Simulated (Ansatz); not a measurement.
# FH₄OPSi: a spread of methods and bases

Aim: run FH₄OPSi under a spread of inputs, and see what each costs and gives.

The runs use Ansatz 0.2.0, Gaussian basis; the settings change from run to run.

**1. The geometry**

The structure was relaxed beforehand with PBE0-D4 in a triple-zeta def2 set.

SMILES `F[SiH2]OP`, 8 atoms, charge 0, spin multiplicity 1.

Atoms are counted from 1 here; the program's logs count them from 0.

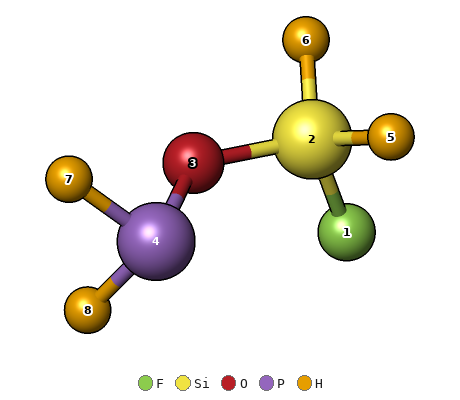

The structure; fluorine green, silicon yellow, oxygen red, phosphorus purple, hydrogen amber; atoms are numbered from 1 in the order of the file.

**2. SPW92/def2-SVP**

This run has multiplicity 3, atoms shaken by 0.08 Å.

in.yaml

```yaml
crystal:
  periodic: [false, false, false]
  atoms:
    - {symbol: F, position_ang: [-1.349125, 1.246020, -0.982742]}
    - {symbol: Si, position_ang: [-0.531648, 1.289069, 0.196978]}
    - {symbol: O, position_ang: [-0.199561, -0.498774, 0.475974]}
    - {symbol: P, position_ang: [0.986779, -1.397803, -0.467487]}
    - {symbol: H, position_ang: [0.856255, 1.866485, -0.114092]}
    - {symbol: H, position_ang: [-0.992788, 1.654016, 1.458995]}
    - {symbol: H, position_ang: [1.363717, -2.117789, 0.615353]}
    - {symbol: H, position_ang: [-0.017386, -2.276719, -0.775038]}
basis:
  gaussian: {orbitals: def2-SVP}
magnetization: {spin_polarized: true, initial_magnetization: 2}
hamiltonian: {xc: {name: SPW92}}
```

Started as:

```console
$ ansatz run in.yaml --threads 2 --pin off --events-out ev --progress --plain --max-ram 4352MiB
```

The program printed:

```text
Functional definition: SPW92
  name "SPW92"
  cite "Dirac, Proc. Camb. Phil. Soc. 26, 376 (1930) doi:10.1017/S0305004100016108"
  cite "Slater, Phys. Rev. 81, 385 (1951) doi:10.1103/PhysRev.81.385"
  cite "Perdew & Wang, Phys. Rev. B 45, 13244 (1992) doi:10.1103/PhysRevB.45.13244"
  exchange = slater_x
  correlation = pw_c
926 factors; their error is unknown
mean field evaluation 1: about -21876.9969 eV, gradient 4.3e1 eV
mean field evaluation 2: about -21790.9074 eV, gradient 1.3e2 eV
mean field evaluation 4: about -21882.3663 eV, gradient 2.1e1 eV
mean field evaluation 8: about -21883.9844 eV, gradient 1.2e-1 eV
mean field evaluation 16: about -21883.9363 eV, gradient 1.2e-4 eV
mean field evaluation 32: about -21883.8572 eV, gradient 2.9e0 eV
mean field -21883.93634946 eV, -804.2198273777 hartree, gradient 4.7e-5 eV, S^2 2.002222; 6 other end points of the search recorded, 0 dependent functions left out
reference -21883.93637950 eV, -804.2198284817 hartree; 26, 24 occupied and 58, 60 virtual orbitals, 926 factors
Total energy: -21883.93637950 eV, -804.2198284817 hartree
```

Run time: 1.7 s. Hardware: 2 threads of Arm Neoverse V1, shared host.

⟨S²⟩ 2.002.

**3. SVWN5/def2-TZVPP**

in.yaml

```yaml
crystal:
  periodic: [false, false, false]
  atoms:
    - {symbol: F, position_ang: [-1.393408, 1.404659, -1.085982]}
    - {symbol: Si, position_ang: [-0.399604, 1.208781, 0.143789]}
    - {symbol: O, position_ang: [-0.111171, -0.380413, 0.368611]}
    - {symbol: P, position_ang: [0.944425, -1.379098, -0.418851]}
    - {symbol: H, position_ang: [0.851261, 1.925507, -0.187731]}
    - {symbol: H, position_ang: [-1.074029, 1.702990, 1.358060]}
    - {symbol: H, position_ang: [1.269939, -2.214816, 0.686144]}
    - {symbol: H, position_ang: [0.004787, -2.324811, -0.919841]}
basis:
  gaussian: {orbitals: def2-TZVPP}
hamiltonian: {xc: {name: SVWN5}}
```

The command is unchanged.

The program printed:

```text
Functional definition: SVWN5
  name "SVWN5"
  cite "Dirac, Proc. Camb. Phil. Soc. 26, 376 (1930) doi:10.1017/S0305004100016108"
  cite "Slater, Phys. Rev. 81, 385 (1951) doi:10.1103/PhysRev.81.385"
  cite "Vosko, Wilk & Nusair, Can. J. Phys. 58, 1200 (1980) doi:10.1139/p80-159"
  exchange = slater_x
  correlation = vwn5_c
1118 factors; their error is unknown
mean field evaluation 1: about -21896.4832 eV, gradient 6.4e1 eV
mean field evaluation 2: about -21859.0992 eV, gradient 1.5e2 eV
mean field evaluation 4: about -21902.7452 eV, gradient 1.5e1 eV
mean field evaluation 8: about -21903.0654 eV, gradient 1.9e-1 eV
mean field evaluation 16: about -21903.0355 eV, gradient 2.3e-4 eV
mean field -21903.03547801 eV, -804.9217074062 hartree, gradient 3.8e-5 eV, S^2 0.000000; 0 other end points of the search recorded, 0 dependent functions left out
reference -21903.03551673 eV, -804.9217088290 hartree; 25, 25 occupied and 177, 177 virtual orbitals, 1118 factors
Total energy: -21903.03551673 eV, -804.9217088290 hartree
```

Run time: 1.4 s. Hardware: 2 threads of Arm Neoverse V1, shared host.

**4. r2SCAN0/cc-pVTZ**

Options: D4 dispersion.

in.yaml, as its differences from that of step 3:

```diff
@@ -12,3 +12,3 @@
 basis:
-  gaussian: {orbitals: def2-TZVPP}
-hamiltonian: {xc: {name: SVWN5}}
+  gaussian: {orbitals: cc-pVTZ}
+hamiltonian: {xc: {name: r2SCAN0}, dispersion: d4}
```

The command is unchanged.

The program printed (excerpt; [...] marks lines left out):

```text
Functional definition: r2SCAN0
  name "r2SCAN0"
  cite "Bursch, Neugebauer, Ehlert & Grimme, J. Chem. Phys. 156, 134105 (2022) doi:10.1063/5.0086040"
  cite "Furness, Kaplan, Ning, Perdew & Sun, J. Phys. Chem. Lett. 11, 8208 (2020) doi:10.1021/acs.jpclett.0c02405"
  cite "Furness, Kaplan, Ning, Perdew & Sun, J. Phys. Chem. Lett. 11, 9248 (2020) doi:10.1021/acs.jpclett.0c03077"
  parent r2scan
[...]
1121 factors; their error is unknown
[...]
mean field -21996.41753319 eV, -808.3534346375 hartree, gradient 7.2e-5 eV, S^2 0.000000; 0 other end points of the search recorded, 0 dependent functions left out
reference -21996.41754232 eV, -808.3534349731 hartree; 25, 25 occupied and 159, 159 virtual orbitals, 1121 factors
Total energy: -21996.46223949 eV, -808.3550775637 hartree
```

It took 4.7 s on 2 threads of Arm Neoverse V1, shared host.

**5. rPW86-PBE/aug-cc-pVDZ**

Options: charge +1, multiplicity 2, D3(BJ) with three-body dispersion.

in.yaml, as its differences from that of step 4:

```diff
@@ -12,3 +12,5 @@
 basis:
-  gaussian: {orbitals: cc-pVTZ}
-hamiltonian: {xc: {name: r2SCAN0}, dispersion: d4}
+  gaussian: {orbitals: aug-cc-pVDZ}
+total_charge: 1
+magnetization: {spin_polarized: true, initial_magnetization: 1}
+hamiltonian: {xc: {name: rPW86-PBE}, dispersion: d3bjatm}
```

Launched as before.

The program printed:

```text
Functional definition: rPW86-PBE
  name "rPW86-PBE"
  cite "Murray, Lee & Langreth, J. Chem. Theory Comput. 5, 2754 (2009) doi:10.1021/ct900365q"
  cite "Perdew, Burke & Ernzerhof, Phys. Rev. Lett. 77, 3865 (1996) doi:10.1103/PhysRevLett.77.3865"
  parent pbe
  exchange = rpw86_x
  correlation = pbe_c
1266 factors; their error is unknown
mean field evaluation 1: about -21992.8131 eV, gradient 7.6e1 eV
mean field evaluation 2: about -21699.4406 eV, gradient 2.3e2 eV
mean field evaluation 4: about -21999.4725 eV, gradient 5.4e1 eV
mean field evaluation 8: about -22013.5419 eV, gradient 1.3e0 eV
mean field evaluation 16: about -22013.5120 eV, gradient 2.8e-3 eV
mean field evaluation 32: about -22012.0053 eV, gradient 3.7e0 eV
mean field -22013.51198852 eV, -808.9816442838 hartree, gradient 5.9e-5 eV, S^2 0.752289; 3 other end points of the search recorded, 0 dependent functions left out
reference -22013.51213468 eV, -808.9816496551 hartree; 25, 24 occupied and 111, 112 virtual orbitals, 1266 factors
Total energy: -22013.66790635 eV, -808.9873741582 hartree
```

Run time: 17 s. Hardware: 2 threads of Arm Neoverse V1, shared host.

⟨S²⟩ 0.752.

**6. SVWN5/def2-TZVP**

Options: charge -1, multiplicity 2, atoms shaken by 0.03 Å, a grid of angular degree 11, high accuracy.

in.yaml

```yaml
crystal:
  periodic: [false, false, false]
  atoms:
    - {symbol: F, position_ang: [-1.355304, 1.383447, -1.081599]}
    - {symbol: Si, position_ang: [-0.446996, 1.219555, 0.129881]}
    - {symbol: O, position_ang: [-0.097554, -0.375358, 0.368859]}
    - {symbol: P, position_ang: [0.969147, -1.405513, -0.450763]}
    - {symbol: H, position_ang: [0.788398, 1.880451, -0.208190]}
    - {symbol: H, position_ang: [-1.097441, 1.717030, 1.318000]}
    - {symbol: H, position_ang: [1.241370, -2.199097, 0.686018]}
    - {symbol: H, position_ang: [-0.002237, -2.341773, -0.924107]}
basis:
  gaussian: {orbitals: def2-TZVP, final_grid: {core_spheres: 5, valence_spheres: 4, degree: 11}}
total_charge: -1
magnetization: {spin_polarized: true, initial_magnetization: 1}
hamiltonian: {xc: {name: SVWN5}}
accuracy: high
output: {forces: true}
```

Launched as before.

The program printed (excerpt; [...] marks lines left out):

```text
Functional definition: SVWN5
  name "SVWN5"
  cite "Dirac, Proc. Camb. Phil. Soc. 26, 376 (1930) doi:10.1017/S0305004100016108"
  cite "Slater, Phys. Rev. 81, 385 (1951) doi:10.1103/PhysRev.81.385"
  cite "Vosko, Wilk & Nusair, Can. J. Phys. 58, 1200 (1980) doi:10.1139/p80-159"
[...]
2872 factors; integrals over basis functions are off by at most 6.1e-9 eV
[...]
mean field -21901.97658322 eV, -804.8827937404 hartree, gradient 6.4e-8 eV, S^2 0.750791; 3 other end points of the search recorded, 0 dependent functions left out
[...]
reference -21901.97658845 eV, -804.8827939327 hartree; 26, 25 occupied and 134, 135 virtual orbitals, 2872 factors
Total energy: -21901.97658845 eV, -804.8827939327 hartree
Atom 0 at    -1.355304     1.383447    -1.081599 Å, force    -2.379983     0.536974    -2.752478 eV/Å
Atom 1 at    -0.446996     1.219555     0.129881 Å, force     2.308692    -2.289780     2.131562 eV/Å
Atom 2 at    -0.097554    -0.375358     0.368859 Å, force    -1.425578     1.202986     0.904642 eV/Å
Atom 3 at     0.969147    -1.405513    -0.450763 Å, force     1.453250    -0.378630    -1.372498 eV/Å
Atom 4 at     0.788398     1.880451    -0.208190 Å, force     0.894469     0.724644    -0.203691 eV/Å
Atom 5 at    -1.097441     1.717030     1.318000 Å, force    -0.511232     0.439390     0.727925 eV/Å
Atom 6 at     1.241370    -2.199097     0.686018 Å, force     0.028096    -0.226784     0.638189 eV/Å
Atom 7 at    -0.002237    -2.341773    -0.924107 Å, force    -0.367713    -0.008800    -0.073651 eV/Å
Dipole moment:    -0.363227     0.433300     0.068054 e Å
```

It took 8 s on 2 threads of Arm Neoverse V1, shared host; peak memory 0.59 GiB.

Largest force 3.888 eV/Å, ⟨S²⟩ 0.751.

**7. B97M-V/STO-3G**

Set apart from the defaults: density fitting with def2-universal-jkfit.

in.yaml

```yaml
crystal:
  periodic: [false, false, false]
  atoms:
    - {symbol: F, position_ang: [-1.393408, 1.404659, -1.085982]}
    - {symbol: Si, position_ang: [-0.399604, 1.208781, 0.143789]}
    - {symbol: O, position_ang: [-0.111171, -0.380413, 0.368611]}
    - {symbol: P, position_ang: [0.944425, -1.379098, -0.418851]}
    - {symbol: H, position_ang: [0.851261, 1.925507, -0.187731]}
    - {symbol: H, position_ang: [-1.074029, 1.702990, 1.358060]}
    - {symbol: H, position_ang: [1.269939, -2.214816, 0.686144]}
    - {symbol: H, position_ang: [0.004787, -2.324811, -0.919841]}
basis:
  gaussian: {orbitals: STO-3G, fitting: {mean_field: def2-universal-jkfit}}
hamiltonian: {xc: {name: B97M-V}}
output: {forces: true}
```

Same command.

The program printed (excerpt; [...] marks lines left out):

```text
Functional definition: B97M-V
  name "B97M-V"
  cite "Mardirossian & Head-Gordon, J. Chem. Phys. 142, 074111 (2015) doi:10.1063/1.4907719"
  cite "Becke, J. Chem. Phys. 107, 8554 (1997) doi:10.1063/1.475007"
  cite "Vydrov & Van Voorhis, J. Chem. Phys. 133, 244103 (2010) doi:10.1063/1.3521275"
  # Of w^i u^j: cxij and so on, Table III.
[...]
  gx(w, u) = cx00 + cx01*u + cx02*u^2 + (cx10 + cx11*u)*w
  gss(w, u) = css00 + css02*u^2 + css10*w + (css32*w^3 + css42*w^4)*u^2
  gos(w, u) = cos00 + cos01*u + cos03*u^3 + cos10*w + cos32*w^3*u^2
[...]
      + integral(e_c_pw_mod_opposite_spin*gos(b97_w_opposite, b97_u_opposite)) + vv10(b, c)
482 factors; integrals over basis functions are off by at most 8.1e-3 eV
[...]
mean field -21729.78748143 eV, -798.5549609636 hartree, gradient 2.3e-5 eV, S^2 0.000000; 0 other end points of the search recorded, 0 dependent functions left out
[...]
reference -21729.78751369 eV, -798.5549621491 hartree; 25, 25 occupied and 7, 7 virtual orbitals, 482 factors
Total energy: -21729.78751369 eV, -798.5549621491 hartree
Atom 0 at    -1.393408     1.404659    -1.085982 Å, force    -0.908185     0.114510    -1.081937 eV/Å
Atom 1 at    -0.399604     1.208781     0.143789 Å, force     1.167656     1.182800     0.506002 eV/Å
Atom 2 at    -0.111171    -0.380413     0.368611 Å, force    -1.637900    -0.538520     1.844262 eV/Å
Atom 3 at     0.944425    -1.379098    -0.418851 Å, force     1.870160    -0.363896    -1.597802 eV/Å
Atom 4 at     0.851261     1.925507    -0.187731 Å, force    -0.412439    -0.045872     0.310408 eV/Å
Atom 5 at    -1.074029     1.702990     1.358060 Å, force     0.430736    -0.241193    -0.353337 eV/Å
Atom 6 at     1.269939    -2.214816     0.686144 Å, force    -0.254263    -0.021054     0.200322 eV/Å
Atom 7 at     0.004787    -2.324811    -0.919841 Å, force    -0.255765    -0.086776     0.172083 eV/Å
Dipole moment:     0.086931     0.003791     0.049049 e Å
```

Run time: 3.2 s. Hardware: 2 threads of Arm Neoverse V1, shared host.

Largest force 2.525 eV/Å, dipole 0.48 D.

**8. wB97X-V/def2-mTZVPP**

Options: unrestricted orbitals, relativity set to scalar.

in.yaml, as its differences from that of step 7:

```diff
@@ -12,4 +12,4 @@
 basis:
-  gaussian: {orbitals: STO-3G, fitting: {mean_field: def2-universal-jkfit}}
-hamiltonian: {xc: {name: B97M-V}}
-output: {forces: true}
+  gaussian: {orbitals: def2-mTZVPP}
+magnetization: {spin_polarized: true, initial_magnetization: 0}
+hamiltonian: {xc: {name: wB97X-V}, pseudopotentials: {relativity: scalar}}
```

Same command.

The program printed (excerpt; [...] marks lines left out):

```text
Functional definition: wB97X-V
  name "wB97X-V"
  cite "Mardirossian & Head-Gordon, Phys. Chem. Chem. Phys. 16, 9904 (2014) doi:10.1039/C3CP54374A"
  cite "Becke, J. Chem. Phys. 107, 8554 (1997) doi:10.1063/1.475007"
  cite "Vydrov & Van Voorhis, J. Chem. Phys. 133, 244103 (2010) doi:10.1063/1.3521275"
[...]
      + integral(e_c_pw_opposite_spin*poly(b97_u_opposite, cos0, cos1)) + vv10(b, c)
1029 factors; their error is unknown
343 factors; integrals over basis functions are off by at most 4.6e-6 eV
[...]
mean field -22034.47291841 eV, -809.7519442494 hartree, gradient 8.4e-5 eV, S^2 0.000000; 0 other end points of the search recorded, 0 dependent functions left out
reference -22034.47291657 eV, -809.7519441819 hartree; 25, 25 occupied and 97, 97 virtual orbitals, 1029 factors
Total energy: -22034.47291657 eV, -809.7519441819 hartree
Relativity: scalar
```

Wall time 9.5 s (2 threads of Arm Neoverse V1, shared host); peak memory 0.48 GiB.

⟨S²⟩ 0.000.

**9. r2SCANh/pcseg-2**

Set apart from the defaults: D3(BJ) with three-body dispersion.

in.yaml, as its differences from that of step 8:

```diff
@@ -12,4 +12,4 @@
 basis:
-  gaussian: {orbitals: def2-mTZVPP}
-magnetization: {spin_polarized: true, initial_magnetization: 0}
-hamiltonian: {xc: {name: wB97X-V}, pseudopotentials: {relativity: scalar}}
+  gaussian: {orbitals: pcseg-2}
+hamiltonian: {xc: {name: r2SCANh}, dispersion: d3bjatm}
+output: {forces: true}
```

Same command.

The program printed (excerpt; [...] marks lines left out):

```text
Functional definition: r2SCANh
  name "r2SCANh"
  cite "Bursch, Neugebauer, Ehlert & Grimme, J. Chem. Phys. 156, 134105 (2022) doi:10.1063/5.0086040"
  cite "Furness, Kaplan, Ning, Perdew & Sun, J. Phys. Chem. Lett. 11, 8208 (2020) doi:10.1021/acs.jpclett.0c02405"
  cite "Furness, Kaplan, Ning, Perdew & Sun, J. Phys. Chem. Lett. 11, 9248 (2020) doi:10.1021/acs.jpclett.0c03077"
  parent r2scan
[...]
1039 factors; their error is unknown
[...]
mean field -21997.35181180 eV, -808.3877687432 hartree, gradient 4.4e-5 eV, S^2 0.000000; 0 other end points of the search recorded, 0 dependent functions left out
[...]
reference -21997.35182614 eV, -808.3877692701 hartree; 25, 25 occupied and 159, 159 virtual orbitals, 1039 factors
Total energy: -21997.39737947 eV, -808.3894433241 hartree
Atom 0 at    -1.393408     1.404659    -1.085982 Å, force     0.135015    -0.040502     0.149170 eV/Å
Atom 1 at    -0.399604     1.208781     0.143789 Å, force    -0.091346    -0.019163    -0.046304 eV/Å
Atom 2 at    -0.111171    -0.380413     0.368611 Å, force    -0.016593     0.172104    -0.037613 eV/Å
Atom 3 at     0.944425    -1.379098    -0.418851 Å, force    -0.044140    -0.096149     0.039184 eV/Å
Atom 4 at     0.851261     1.925507    -0.187731 Å, force    -0.076882    -0.044345     0.022905 eV/Å
Atom 5 at    -1.074029     1.702990     1.358060 Å, force     0.047582    -0.022358    -0.082428 eV/Å
Atom 6 at     1.269939    -2.214816     0.686144 Å, force    -0.002394     0.024268    -0.058869 eV/Å
Atom 7 at     0.004787    -2.324811    -0.919841 Å, force     0.048758     0.026146     0.013954 eV/Å
Dipole moment:     0.167042    -0.113485     0.179991 e Å
```

Run time: 6 s. Hardware: 2 threads of Arm Neoverse V1, shared host.

Largest force 0.205 eV/Å, dipole 1.30 D.

**10. revPBE0/def2-SVPD**

Options: the search for lower states set to full.

in.yaml, as its differences from that of step 9:

```diff
@@ -12,4 +12,4 @@
 basis:
-  gaussian: {orbitals: pcseg-2}
-hamiltonian: {xc: {name: r2SCANh}, dispersion: d3bjatm}
-output: {forces: true}
+  gaussian: {orbitals: def2-SVPD}
+hamiltonian: {xc: {name: revPBE0}}
+scf: {lower_state_search: full}
```

Launched as before.

The program printed (excerpt; [...] marks lines left out):

```text
Functional definition: revPBE0
  name "revPBE0"
  cite "Zhang & Yang, Phys. Rev. Lett. 80, 890 (1998) doi:10.1103/PhysRevLett.80.890"
  cite "Adamo & Barone, J. Chem. Phys. 110, 6158 (1999) doi:10.1063/1.478522"
  cite "Perdew, Burke & Ernzerhof, Phys. Rev. Lett. 77, 3865 (1996) doi:10.1103/PhysRevLett.77.3865"
[...]
1116 factors; their error is unknown
[...]
mean field -21983.64782832 eV, -807.8841566392 hartree, gradient 8.0e-5 eV, S^2 0.000000; 0 other end points of the search recorded, 0 dependent functions left out
reference -21983.64787400 eV, -807.8841583178 hartree; 25, 25 occupied and 101, 101 virtual orbitals, 1116 factors
Total energy: -21983.64787400 eV, -807.8841583178 hartree
```

Wall time 1.9 s (2 threads of Arm Neoverse V1, shared host).

**11. The runs in one table**

| level | charge | multiplicity | geometry | functions | energy (eV) | time |
| --- | --- | --- | --- | --- | --- | --- |
| SPW92/def2-SVP | 0 | 3 | shaken | 84 | -21883.936 | 1.7 s |
| SVWN5/def2-TZVPP | 0 | 1 | relaxed | 202 | -21903.036 | 1.4 s |
| r2SCAN0/cc-pVTZ | 0 | 1 | relaxed | 184 | -21996.462 | 4.7 s |
| rPW86-PBE/aug-cc-pVDZ | 1 | 2 | relaxed | 136 | -22013.668 | 17 s |
| SVWN5/def2-TZVP | -1 | 2 | shaken | 160 | -21901.977 | 8 s |
| B97M-V/STO-3G | 0 | 1 | relaxed | 32 | -21729.788 | 3.2 s |
| wB97X-V/def2-mTZVPP | 0 | 1 | relaxed | 122 | -22034.473 | 9.5 s |
| r2SCANh/pcseg-2 | 0 | 1 | relaxed | 184 | -21997.397 | 6 s |
| revPBE0/def2-SVPD | 0 | 1 | relaxed | 126 | -21983.648 | 1.9 s |

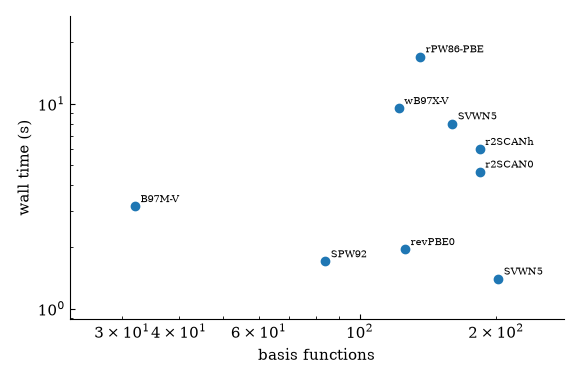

Wall time against the number of basis functions (shared host).

**12. What came out**

```
                                         quantity                        value
                                             runs                            9
                                         quickest      SVWN5/def2-TZVPP, 1.4 s
                                          slowest  rPW86-PBE/aug-cc-pVDZ, 17 s
spread of total energies, same state and geometry                     304.7 eV
                  dipole, same state and geometry               0.48 to 1.30 D
```

What this shows: Run time spans a factor of 12, from SVWN5/def2-TZVPP to rPW86-PBE/aug-cc-pVDZ. The jobs differ in tasks and options as well as level. The totals spread over 305 eV; they can't be compared across methods or bases. Some of these runs are scalar-relativistic and others not, which shifts the totals of all-electron atoms past neon by eV; core potentials, where a basis has them, take the core out of the total altogether. At the PBE0-D4/def2-TZVP geometry and in the same state, runs without warnings or point charges leave forces up to 2.52 eV/Å (B97M-V/STO-3G).
